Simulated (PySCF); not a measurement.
# C₄H₄F₂O: fields and orbitals, part 2 of 3

For C₄H₄F₂O, the scripts below compute its lowest excited states, pull one bond apart with RHF, UHF and CASSCF and localise its valence orbitals.

PySCF 2.14.0; Gaussian basis, gas phase. Earlier steps stand in the parts before.

## 4. Stretching a bond (6-31g*)

Contents of input.py:

```python
import numpy as np
from pyscf import gto, scf, mcscf

mol = gto.M(atom='''
O     -1.59759    -1.01255     0.62890
C     -1.22770    -0.04066     0.06633
F     -2.10920     0.96760    -0.18894
C      0.10823     0.28960    -0.43657
C      1.00105    -0.85352    -0.89035
C      1.29258    -0.17434     0.38945
F      2.35164     0.66532     0.45252
H      0.19589     1.24232    -0.94100
H      1.64927    -0.65754    -1.72999
H      0.58590    -1.84849    -0.84858
H      1.12282    -0.65861     1.34294
''', basis='6-31g*', charge=0, spin=0, verbose=4)
# stretch the bond between atoms 5 and 10, from long to short, fragments rigid
a, b, move = 4, 9, [9]
xyz = mol.atom_coords(unit='Angstrom')
u = xyz[b] - xyz[a]
r0 = np.linalg.norm(u)
rows, last, dm_u = [], None, None
for r in [3.0, 2.35, 1.93, 1.66, 1.44, 1.28, 1.18, 1.07, 0.98]:
    new = xyz.copy()
    new[move] += u / r0 * (r - r0)
    m = mol.set_geom_(new, unit='Angstrom', inplace=False)
    rhf = scf.RHF(m).density_fit(auxbasis='def2-universal-jkfit').run()
    uhf = scf.UHF(m).density_fit(auxbasis='def2-universal-jkfit').newton()
    if dm_u is None:
        c = rhf.mo_coeff
        h = m.nelectron // 2 - 1
        ca, cb = c.copy(), c.copy()
        ca[:, h], cb[:, h] = (c[:, h] + c[:, h + 1]) / 2**.5, (c[:, h] - c[:, h + 1]) / 2**.5
        dm_u = np.array([x[:, :h + 1] @ x[:, :h + 1].T for x in (ca, cb)])
    uhf.kernel(dm0=dm_u)
    for _ in range(3):
        c, _, stable, _ = uhf.stability(return_status=True)
        if stable:
            break
        uhf.kernel(c, uhf.mo_occ)
    dm_u = uhf.make_rdm1()
    mc = mcscf.CASSCF(rhf, 2, 2)
    mc.natorb = True
    mc.fix_spin_(ss=0)
    guess = mcscf.addons.make_natural_orbitals(uhf)[1] if last is None else mcscf.project_init_guess(mc, last.mo_coeff, last.mol)
    mc.kernel(guess)
    last = mc
    act = slice(mc.ncore, mc.ncore + mc.ncas)
    print('r %.3f  RHF %.6f  UHF %.6f  <S^2> %.3f  CASSCF %.6f  occupations' % (r, rhf.e_tot, uhf.e_tot, uhf.spin_square()[0], mc.e_tot), mc.mo_occ[act].round(4))
    rows.append((new, rhf.e_tot, uhf.e_tot, uhf.spin_square()[0], mc.e_tot, mc.mo_occ[act], mc.mo_coeff[:, act], dm_u[0] - dm_u[1], rhf.converged and uhf.converged and mc.converged))
    np.savez('result.npz', **{k: [row[i] for row in rows] for i, k in enumerate('xyz rhf uhf s2 cas occ c spin ok'.split())})
```

Command:

```sh
> OMP_NUM_THREADS=1 python input.py
```

Output:

```text
[ENV] PYSCF_TMPDIR <dir>
[ENV] PYSCF_MAX_MEMORY 1375
[INPUT] verbose = 4
[INPUT] num. atoms = 11
[INPUT] num. electrons = 54
[INPUT] charge = 0
[INPUT] spin (= nelec alpha-beta = 2S) = 0
[INPUT] symmetry False subgroup None
[INPUT] Mole.unit = angstrom
[INPUT] Symbol           X                Y                Z      unit          X                Y                Z       unit  Magmom
[INPUT]  1 O     -1.597590000000  -1.012550000000   0.628900000000 AA   -3.019007559344  -1.913442187428   1.188448759739 Bohr   0.0
[INPUT]  2 C     -1.227700000000  -0.040660000000   0.066330000000 AA   -2.320016763129  -0.076836264225   0.125345533842 Bohr   0.0
[INPUT]  3 F     -2.109200000000   0.967600000000  -0.188940000000 AA   -3.985810341933   1.828498998129  -0.357044853975 Bohr   0.0
[INPUT]  4 C      0.108230000000   0.289600000000  -0.436570000000 AA    0.204525058462   0.547264685674  -0.824997734201 Bohr   0.0
[INPUT]  5 C      1.001050000000  -0.853520000000  -0.890350000000 AA    1.891710336996  -1.612919041839  -1.682517655007 Bohr   0.0
[INPUT]  6 C      1.292580000000  -0.174340000000   0.389450000000 AA    2.442622194090  -0.329454852557   0.735953839212 Bohr   0.0
[INPUT]  7 F      2.351640000000   0.665320000000   0.452520000000 AA    4.443955543572   1.257272585196   0.855138865888 Bohr   0.0
[INPUT]  8 H      0.195890000000   1.242320000000  -0.941000000000 AA    0.370178450541   2.347644559070  -1.778232283216 Bohr   0.0
[INPUT]  9 H      1.649270000000  -0.657540000000  -1.729990000000 AA    3.116668605461  -1.242570515947  -3.269207298236 Bohr   0.0
[INPUT] 10 H      0.585900000000  -1.848490000000  -0.848580000000 AA    1.107190536383  -3.493139843997  -1.603583794783 Bohr   0.0
[INPUT] 11 H      1.122820000000  -0.658610000000   1.342940000000 AA    2.121822287184  -1.244592522900   2.537788801723 Bohr   0.0

nuclear repulsion = 299.007749568999
number of shells = 50
number of NR pGTOs = 205
number of NR cGTOs = 106
basis = 6-31g*
ecp = {}
New geometry
   1 O     -1.597590000000  -1.012550000000   0.628900000000 AA   -3.019007559344  -1.913442187428   1.188448759739 Bohr
   2 C     -1.227700000000  -0.040660000000   0.066330000000 AA   -2.320016763129  -0.076836264225   0.125345533842 Bohr
   3 F     -2.109200000000   0.967600000000  -0.188940000000 AA   -3.985810341933   1.828498998129  -0.357044853975 Bohr
   4 C      0.108230000000   0.289600000000  -0.436570000000 AA    0.204525058462   0.547264685674  -0.824997734201 Bohr
   5 C      1.001050000000  -0.853520000000  -0.890350000000 AA    1.891710336996  -1.612919041839  -1.682517655007 Bohr
   6 C      1.292580000000  -0.174340000000   0.389450000000 AA    2.442622194090  -0.329454852557   0.735953839212 Bohr
   7 F      2.351640000000   0.665320000000   0.452520000000 AA    4.443955543572   1.257272585196   0.855138865888 Bohr
   8 H      0.195890000000   1.242320000000  -0.941000000000 AA    0.370178450541   2.347644559070  -1.778232283216 Bohr
   9 H      1.649270000000  -0.657540000000  -1.729990000000 AA    3.116668605461  -1.242570515947  -3.269207298236 Bohr
  10 H     -0.153303161532  -3.620102596963  -0.774205638788 AA   -0.289700989325  -6.841002451087  -1.463036621403 Bohr
  11 H      1.122820000000  -0.658610000000   1.342940000000 AA    2.121822287184  -1.244592522900   2.537788801723 Bohr

******** <class 'pyscf.df.df_jk.DFRHF'> ********
method = DFRHF
initial guess = minao
damping factor = 0
level_shift factor = 0
DIIS = <class 'pyscf.scf.diis.CDIIS'>
diis_start_cycle = 1
diis_space = 8
diis_damp = 0
SCF conv_tol = 1e-09
SCF conv_tol_grad = None
SCF max_cycles = 50
direct_scf = False
Set gradient conv threshold to 3.16228e-05
Initial guess from minao.
******** <class 'pyscf.df.df.DF'> ********
auxbasis = def2-universal-jkfit
init E= -428.689605364543
[... the frontier-level lines of each cycle are left out ...]
cycle= 1 E= -426.915569782658  delta_E= 1.77  |g|= 1.09  |ddm|= 3.16
cycle= 2 E= -426.97957998594  delta_E= -0.064  |g|= 0.982  |ddm|= 1.56
cycle= 3 E= -427.207184265378  delta_E= -0.228  |g|= 0.155  |ddm|= 0.937
cycle= 4 E= -427.214295418339  delta_E= -0.00711  |g|= 0.0714  |ddm|= 0.208
cycle= 5 E= -427.216486169581  delta_E= -0.00219  |g|= 0.0224  |ddm|= 0.105
cycle= 6 E= -427.21673258153  delta_E= -0.000246  |g|= 0.00835  |ddm|= 0.033
cycle= 7 E= -427.21679354272  delta_E= -6.1e-05  |g|= 0.0039  |ddm|= 0.0193
cycle= 8 E= -427.216803336448  delta_E= -9.79e-06  |g|= 0.00104  |ddm|= 0.00846
cycle= 9 E= -427.216804230201  delta_E= -8.94e-07  |g|= 0.000353  |ddm|= 0.00251
cycle= 10 E= -427.216804320433  delta_E= -9.02e-08  |g|= 0.000121  |ddm|= 0.00081
cycle= 11 E= -427.216804330909  delta_E= -1.05e-08  |g|= 3.83e-05  |ddm|= 0.000279
cycle= 12 E= -427.216804332374  delta_E= -1.47e-09  |g|= 1.64e-05  |ddm|= 9.67e-05
cycle= 13 E= -427.216804332673  delta_E= -2.99e-10  |g|= 8.02e-06  |ddm|= 3.97e-05
Extra cycle  E= -427.216804332737  delta_E= -6.37e-11  |g|= 4.91e-06  |ddm|= 1.41e-05
converged SCF energy = -427.216804332737

******** <class 'pyscf.soscf.newton_ah.SecondOrderDFUHF'> ********
method = SecondOrderDFUHF
initial guess = minao
damping factor = 0
level_shift factor = 0
DIIS = <class 'pyscf.scf.diis.CDIIS'>
diis_start_cycle = 1
diis_space = 8
diis_damp = 0
SCF conv_tol = 1e-09
SCF conv_tol_grad = None
SCF max_cycles = 50
direct_scf = False
number electrons alpha = 27  beta = 27
******** <class 'pyscf.df.df_jk.DFUHF'> Newton solver flags ********
SCF tol = 1e-09
conv_tol_grad = None
max. SCF cycles = 50
direct_scf = False
max_cycle_inner = 12
max_stepsize = 0.05
ah_start_tol = 1e+09
ah_level_shift = 0
ah_conv_tol = 1e-12
ah_lindep = 1e-14
ah_start_cycle = 1
ah_max_cycle = 40
ah_grad_trust_region = 2.5
kf_interval = 4
kf_trust_region = 5
canonicalization = True
Set conv_tol_grad to 3.16228e-05
******** <class 'pyscf.df.df.DF'> ********
auxbasis = def2-universal-jkfit
Initial guess E= -427.350411720714  |g|= 0.0570343
macro= 0  E= -427.356296147627  delta_E= -0.00588443  |g|= 7.18105e-05  5 KF 21 JK
macro= 1  E= -427.356296147997  delta_E= -3.70278e-10  |g|= 1.69167e-05  1 KF 3 JK
Canonicalize SCF orbitals
macro X = 2  E=-427.356296147997  |g|= 1.69167e-05  total 7 KF 27 JK
converged SCF energy = -427.356296147997  <S^2> = 0.99354153  2S+1 = 2.2302839
uhf_internal: lowest eigs of H = [0.16076332 0.31251163 0.37592885]
<class 'pyscf.soscf.newton_ah.SecondOrderDFUHF'> wavefunction is stable in the internal stability analysis

******** <class 'pyscf.mcscf.df.DFCASSCF'> ********
CAS (1e+1e, 2o), ncore = 26, nvir = 78
max_cycle_macro = 50
max_cycle_micro = 4
conv_tol = 1e-07
conv_tol_grad = None
orbital rotation max_stepsize = 0.02
orbital rotation threshold for CI restart = 0.01
augmented hessian ah_max_cycle = 30
augmented hessian ah_conv_tol = 1e-12
augmented hessian ah_linear dependence = 1e-14
augmented hessian ah_level shift = 1e-08
augmented hessian ah_start_tol = 2.5
augmented hessian ah_start_cycle = 3
augmented hessian ah_grad_trust_region = 3
...
Initial guess E= -427.500783747629  |g|= 0.0176722
macro= 0  E= -427.500999365706  delta_E= -0.000215618  |g|= 1.77119e-05  3 KF 10 JK
macro= 1  E= -427.500999365706  delta_E= 7.95808e-13  |g|= 6.99186e-06  1 KF 2 JK
Canonicalize SCF orbitals
macro X = 2  E=-427.500999365706  |g|= 6.99186e-06  total 5 KF 15 JK
converged SCF energy = -427.500999365706  <S^2> = 4.2632564e-14  2S+1 = 1
uhf_internal: lowest eigs of H = [0.17036901 0.3819561  0.43041717]
<class 'pyscf.soscf.newton_ah.SecondOrderDFUHF'> wavefunction is stable in the internal stability analysis

******** <class 'pyscf.mcscf.df.DFCASSCF'> ********
CAS (1e+1e, 2o), ncore = 26, nvir = 78
max_cycle_macro = 50
max_cycle_micro = 4
conv_tol = 1e-07
conv_tol_grad = None
orbital rotation max_stepsize = 0.02
orbital rotation threshold for CI restart = 0.01
augmented hessian ah_max_cycle = 30
augmented hessian ah_conv_tol = 1e-12
augmented hessian ah_linear dependence = 1e-14
augmented hessian ah_level shift = 1e-08
augmented hessian ah_start_tol = 2.5
augmented hessian ah_start_cycle = 3
augmented hessian ah_grad_trust_region = 3
kf_trust_region = 3
kf_interval = 4
ci_response_space = 4
ci_grad_trust_region = 3
with_dep4 0
natorb = True
canonicalization = True
sorting_mo_energy = False
ao2mo_level = 2
internal_rotation = False
******** <class 'pyscf.fci.addons.SpinPenaltyFCISolver'> ********
max. cycles = 50
conv_tol = 1e-08
davidson only = True
linear dependence = 1e-12
level shift = 0.001
max iter space = 12
nroots = 1
pspace_size = 400
spin = None
DFCASCI/DFCASSCF: density fitting for JK matrix and 2e integral transformation
CASCI E = -427.496985338195  S^2 = 0.0000000
Set conv_tol_grad to 0.000316228
macro iter   1 ( 12 JK    4 micro), CASSCF E = -427.514030077057  dE = -1.70447389e-02  S^2 = 0.0000000
               |grad[o]|=0.499  |grad[c]|=0.0158  |ddm|=0.0243  |maxRot[o]|=0.0284
macro iter   2 ( 11 JK    4 micro), CASSCF E = -427.514033975195  dE = -3.89813880e-06  S^2 = 0.0000000
               |grad[o]|=0.00457  |grad[c]|=6.28e-05  |ddm|=0.000856  |maxRot[o]|=0.00335
macro iter   3 (  1 JK    1 micro), CASSCF E = -427.514033975207  dE = -1.13118404e-11  S^2 = 0.0000000
               |grad[o]|=2.66e-05  |grad[c]|=4.64e-06  |ddm|=3.18e-06  |maxRot[o]|=    0
1-step CASSCF converged in   3 macro ( 24 JK   9 micro) steps
CASSCF canonicalization
Natural occ [1.98882092 0.01117908]
Natural orbital (expansion on meta-Lowdin AOs) in CAS space
               #1        #2
0 O 1s          -0.00003   0.00002
0 O 2s          -0.00699   0.00508
0 O 3s          -0.00201   0.00363
0 O 2px         -0.01101   0.01436
0 O 2py          0.00636  -0.01398
0 O 2pz         -0.00150  -0.01392
0 O 3px         -0.00180   0.00948
0 O 3py          0.00169  -0.01162
0 O 3pz          0.00011  -0.00565
0 O 3dxy         0.00045  -0.00229
0 O 3dyz        -0.00100   0.00175
0 O 3dz^2        0.00007   0.00047
0 O 3dxz         0.00082  -0.00159
0 O 3dx2-y2     -0.00072   0.00199
1 C 1s          -0.00005  -0.00002
1 C 2s          -0.02569  -0.01227
1 C 3s          -0.00431   0.00790
1 C 2px         -0.01680  -0.01157
1 C 2py          0.00022  -0.00013
1 C 2pz          0.02474   0.00920
1 C 3px         -0.00021   0.00126
1 C 3py          0.00506  -0.01221
1 C 3pz          0.00248   0.00142
1 C 3dxy        -0.00022   0.00084
1 C 3dyz         0.00022  -0.00081
1 C 3dz^2       -0.00075  -0.00102
1 C 3dxz         0.00241   0.00068
1 C 3dx2-y2     -0.00004   0.00062
2 F 1s          -0.00000   0.00000
2 F 2s           0.00027   0.00119
2 F 3s          -0.00082   0.00099
2 F 2px          0.00586   0.00480
2 F 2py         -0.00528  -0.00552
2 F 2pz         -0.00645  -0.00060
2 F 3px          0.00041   0.00130
2 F 3py         -0.00047  -0.00025
2 F 3pz         -0.00193  -0.00055
2 F 3dxy        -0.00010  -0.00061
2 F 3dyz         0.00028   0.00015
2 F 3dz^2       -0.00046  -0.00045
2 F 3dxz         0.00001  -0.00007
2 F 3dx2-y2     -0.00030   0.00055
3 C 1s          -0.00006   0.00006
3 C 2s          -0.00319   0.00502
3 C 3s           0.00149   0.00506
3 C 2px          0.00109   0.01442
3 C 2py          0.01655   0.02783
3 C 2pz          0.03727   0.02374
3 C 3px          0.01102   0.02286
3 C 3py          0.00983   0.00975
3 C 3pz          0.00632  -0.01065
3 C 3dxy         0.00289   0.00302
3 C 3dyz        -0.00010  -0.00616
3 C 3dz^2        0.00212   0.00674
3 C 3dxz         0.00092  -0.00367
3 C 3dx2-y2     -0.00634   0.00816
4 C 1s           0.00467  -0.00085
4 C 2s           0.35420   0.40963
4 C 3s          -0.02660  -0.04889
4 C 2px         -0.27119  -0.19888
4 C 2py         -0.60230  -0.44552
4 C 2pz          0.03752   0.02729
4 C 3px          0.01409   0.04238
4 C 3py          0.04980   0.09060
4 C 3pz          0.00859  -0.00150
4 C 3dxy         0.02916   0.07284
4 C 3dyz        -0.00669  -0.01643
4 C 3dz^2       -0.02087  -0.05332
4 C 3dxz        -0.00517  -0.00718
4 C 3dx2-y2     -0.02345  -0.05621
5 C 1s          -0.00006   0.00005
5 C 2s          -0.02273  -0.00024
5 C 3s           0.00046   0.00966
5 C 2px         -0.03460  -0.01553
5 C 2py          0.00482   0.01405
5 C 2pz          0.01468  -0.00015
5 C 3px          0.00109   0.00842
5 C 3py          0.01511   0.00968
5 C 3pz         -0.00747  -0.02490
5 C 3dxy         0.00219  -0.00160
5 C 3dyz         0.00148  -0.00877
5 C 3dz^2       -0.00803  -0.00059
5 C 3dxz        -0.00238  -0.00748
5 C 3dx2-y2     -0.00035   0.00643
6 F 1s           0.00003   0.00001
6 F 2s           0.01602   0.00799
6 F 3s           0.00219   0.00087
6 F 2px         -0.01841  -0.01257
6 F 2py         -0.02579  -0.01833
6 F 2pz         -0.01998  -0.01757
6 F 3px          0.00043   0.00279
6 F 3py         -0.00349  -0.00468
6 F 3pz         -0.00559  -0.01004
6 F 3dxy        -0.00085  -0.00005
6 F 3dyz         0.00017   0.00200
6 F 3dz^2        0.00010   0.00399
6 F 3dxz         0.00049   0.00128
6 F 3dx2-y2      0.00057  -0.00115
7 H 1s           0.03697   0.03045
7 H 2s           0.00350   0.00495
8 H 1s          -0.03202   0.01080
8 H 2s          -0.00581   0.01878
9 H 1s           0.64250  -0.73725
9 H 2s          -0.08479   0.13236
10 H 1s         -0.03203  -0.01718
10 H 2s         -0.00329   0.00731
<CAS-nat-orb|mo-hf>  27     13      -0.40720486
<CAS-nat-orb|mo-hf>  27     23      -0.48574529
<CAS-nat-orb|mo-hf>  28     57       0.51115828
CASSCF energy = -427.514033975207
CASCI E = -427.514033975207  E(CI) = -2.19638556079673  S^2 = 0.0000000
r 0.980  RHF -427.500999  UHF -427.500999  <S^2> 0.000  CASSCF -427.514034  occupations [1.9888 0.0112]
```

Run time: 3.4 min. Hardware: 1 thread of AMD EPYC 9R45 (Zen 5), shared host; peak memory 0.39 GiB.

## 5. Post-processing

Energies in eV, each from its own lowest point:

```tsv
C5–H10 (Å)	RHF	UHF	CASSCF	⟨S²⟩ (UHF)	unpaired electrons (CASSCF)
3.00	7.94	4.15	4.57	0.99	1.73
2.35	5.95	4.03	4.08	0.89	0.83
1.93	4.10	3.59	3.10	0.59	0.23
1.66	2.67	2.66	2.09	0.04	0.07
1.44	1.41	1.41	1.09	0.00	0.02
1.28	0.57	0.57	0.41	0.00	0.01
1.18	0.18	0.18	0.10	0.00	0.00
1.07	0.00	0.00	0.00	0.00	0.00
0.98	0.21	0.21	0.27	0.00	0.00
```

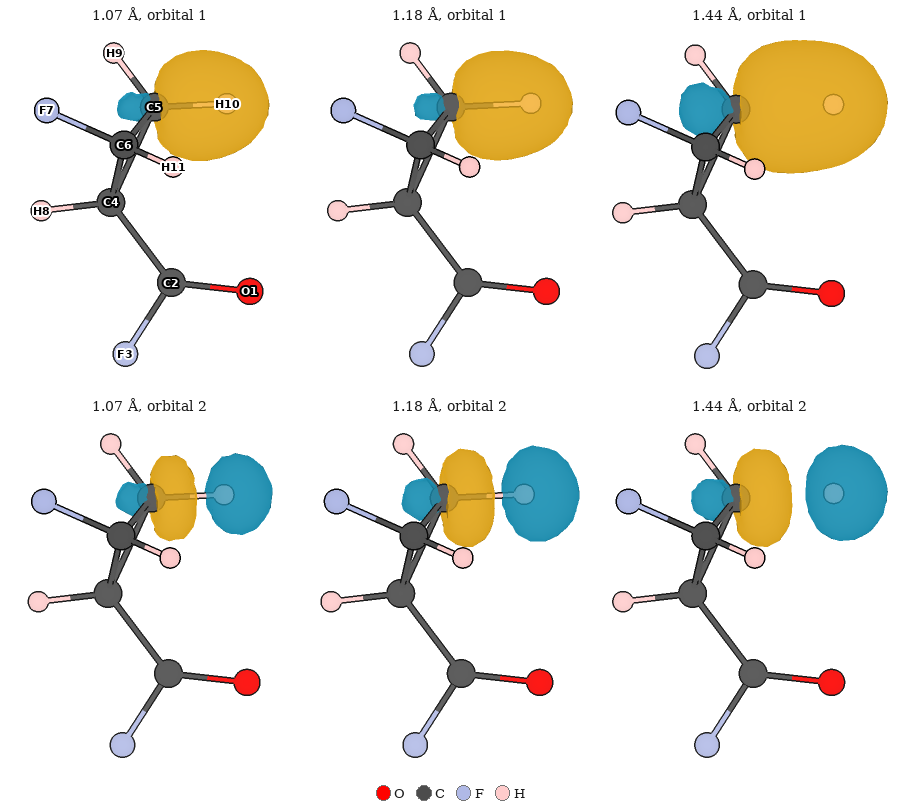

Rigid stretch of the C5–H10 bond. The two CASSCF(2,2) natural orbitals nearest half filling (orbital 1 the more occupied).

How do the occupations change along the stretch?

1.07 Å: 1.98 and 0.02; 1.18 Å: 1.98 and 0.02; 1.44 Å: 1.95 and 0.05. At the longest distance computed (3.00 Å) they are 1.27 and 0.73, and the effective number of unpaired electrons is 1.7.

Where does the UHF solution part from RHF?

Between 1.44 Å (⟨S²⟩ = 0, the two coincide) and 1.66 Å (⟨S²⟩ = 0.04); at 3.00 Å ⟨S²⟩ is 0.99 and UHF lies 3.8 eV below RHF.

How much energy does the stretch cost?

By CASSCF, 4.6 eV from the lowest point of the scan (1.07 Å) to 3.00 Å; RHF gives 7.9 eV from its own lowest point. The fragments aren't relaxed and dynamic correlation is missing, so this isn't a bond dissociation energy.

(Part 2 of 3 ends here.)
